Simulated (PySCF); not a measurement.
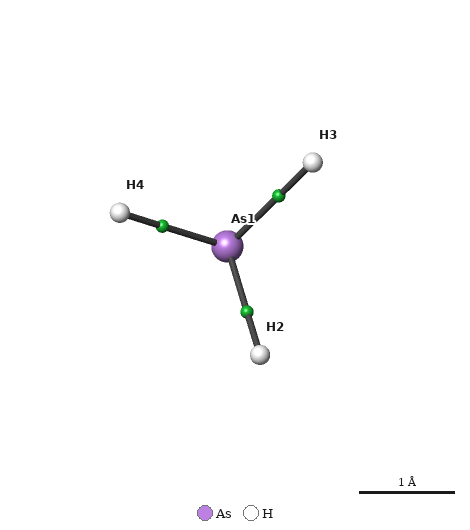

AsH₃, SMILES `[AsH3]`. Molecular graph of the electron density (QTAIM): bond paths, bond critical points (green), ring points (magenta, if any); weak paths are dashed.

Method: ωB97X/def2-TZVP; geometry: GFN2-xTB; program: PySCF. No frequency check shows the geometry to be a minimum. GFN2-xTB bond lengths at metals and heavier atoms can be off by up to 0.1 Å and shapes distorted, which carries into these values.

The calculation's input:

```python
import numpy as np
from pyscf import gto, scf, dft
from pyscf.scf import atom_ks, atom_hf
from scipy.linalg import block_diag

def solve(mol, dm0=None, hcore=None):
    mf = (dft.UKS if mol.spin else dft.RKS)(mol, xc='wb97x')
    mf.grids.level = 3
    mf = mf.density_fit(auxbasis='def2-universal-jkfit')
    mf.conv_tol, mf.max_cycle = 1e-8, 80
    if hcore is not None:
        mf.get_hcore = lambda *args: hcore
    mf.kernel(dm0)
    if not mf.converged:
        mf = mf.newton().run(mf.mo_coeff, mf.mo_occ, max_cycle=30)
    assert mf.converged, 'SCF not converged'
    return mf

mol = gto.M(atom='''
As    -0.00002     0.00002    -0.07290
H      0.31435    -1.17234     0.80144
H      0.85815     0.85785     0.80198
H     -1.17198     0.31369     0.80222
''', basis='def2-tzvp', charge=0, spin=0, verbose=4)
mf = solve(mol)
mf.analyze()
# spherically averaged free atoms, for the promolecule
atm = atom_ks.get_atm_nrks(mol, xc='wb97x')
pro = block_diag(*[(atm[a[0]][2] * atm[a[0]][3]) @ atm[a[0]][2].T for a in mol._atom])
np.savez('result.npz', e=mf.e_tot, c=mf.mo_coeff, occ=mf.mo_occ, eps=mf.mo_energy, pro=pro, dip=mf.dip_moment(verbose=0), s2=mf.spin_square()[0])
```

Command:

```sh
OMP_NUM_THREADS=1 python input.py
```

The run took 5.8 s on 1 thread of Intel(R) Xeon(R) Platinum 8259CL CPU @ 2.50GHz (Skylake/Cascade Lake), with other jobs on the host, peak memory 0.25 GiB.

Partitions, critical points and surface values were worked out afterwards from this run's density.

How many critical points of each kind are there, and does the count close?

Answer. 4 nuclei, 3 bond, 0 ring and 0 cage critical points: 4 − 3 + 0 − 0 = 1, as the Poincaré–Hopf relation requires.

Give the properties at the bond critical points.

Answer.
| bond | length (Å) | ρ (a.u.) | ∇²ρ (a.u.) | ε | H (a.u.) |
| --- | --- | --- | --- | --- | --- |
| As1–H3 (3 alike) | 1.496 | 0.155 | −0.09 | 0.03 | −0.112 |

What kind of interaction is As1–H3?

Answer. Shared-shell (covalent): ρ = 0.155, ∇²ρ = −0.09, H = −0.112 a.u.
